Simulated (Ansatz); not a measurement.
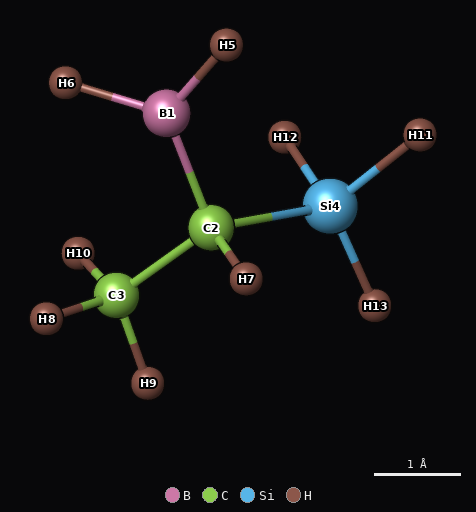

C₂H₉BSi (coarse preliminary run), before the relaxation. A ball-and-stick model, seen at a tilt.

The start comes from a force field.

Theory: RKS PBE-D4/def2-SVP (Ansatz 0.2.0).

Input file:
```yaml
crystal:
  periodic: [false, false, false]
  atoms:
    - {symbol: B, position_ang: [-0.768600, 1.099500, -0.888300]}
    - {symbol: C, position_ang: [0.326700, 0.217600, -0.289700]}
    - {symbol: C, position_ang: [0.656400, 0.650000, 1.120700]}
    - {symbol: Si, position_ang: [-0.168900, -1.553800, -0.315700]}
    - {symbol: H, position_ang: [-1.180200, 0.967100, -2.028600]}
    - {symbol: H, position_ang: [-1.297800, 2.031900, -0.263700]}
    - {symbol: H, position_ang: [1.258300, 0.309700, -0.927800]}
    - {symbol: H, position_ang: [1.089100, 1.716600, 1.133400]}
    - {symbol: H, position_ang: [1.507900, 0.022600, 1.573400]}
    - {symbol: H, position_ang: [-0.188900, 0.568600, 1.832700]}
    - {symbol: H, position_ang: [-0.564000, -1.963900, -1.671700]}
    - {symbol: H, position_ang: [-1.425200, -1.700000, 0.540600]}
    - {symbol: H, position_ang: [0.775500, -2.400700, 0.199500]}
basis:
  gaussian: {orbitals: def2-SVP}
hamiltonian: {xc: pbe, dispersion: d4}
relax: {f_tol: 0.03, max_steps: 200}
```

Command:
```bash
ansatz run in.yaml --threads 4 --pin off --events-out ev --progress --plain --max-ram 10444MiB
```

**Where does the relaxation end?**

After 16 geometry steps the energy has fallen by 12.0 kcal/mol. The largest force component goes from 3 to 0.018 eV/Å. The forces were under the threshold at step 11, but the run went on from there. The largest move after the best rigid fit is that of H6, 0.62 Å. By element the largest moves are H 0.62 Å, C 0.22 Å, Si 0.18 Å, B 0.13 Å. Among the contacts that change: Si4–H13 1.369 → 1.506 Å, C2–Si4 1.840 → 1.943 Å, C3–H8 1.151 → 1.110 Å, Si4–H11 1.471 → 1.501 Å. Bond angles that change, for instance: B1–C2–Si4 110.9° → 96.0°, B1–C2–C3 110.9° → 119.9°, C2–Si4–H13 113.9° → 106.7°. Groups turn about B1–C2 by about 20°, C2–Si4 by about 20°.

The structure at the end:

```xyz
13

B    -0.8664    1.0333   -0.8440
C     0.3859    0.3501   -0.2701
C     0.8656    0.6966    1.1464
Si   -0.3133   -1.4607   -0.3596
H    -1.1248    0.9524   -2.0338
H    -1.6730    1.5714   -0.1037
H     1.2168    0.2691   -1.0074
H     1.3068    1.7144    1.1686
H     1.6344   -0.0069    1.5280
H     0.0220    0.6969    1.8675
H    -0.2699   -1.9877   -1.7647
H    -1.7245   -1.5584    0.1585
H     0.5607   -2.3053    0.5290
```

The end point in the same view:

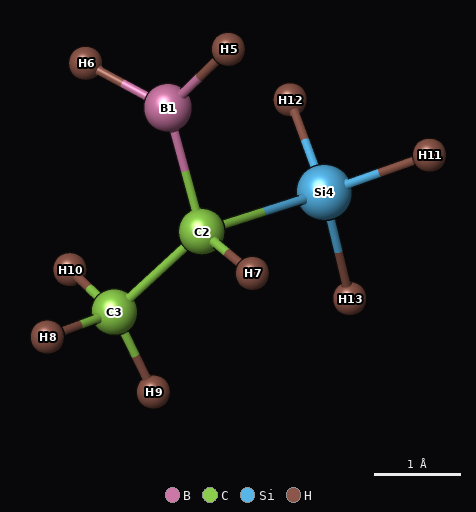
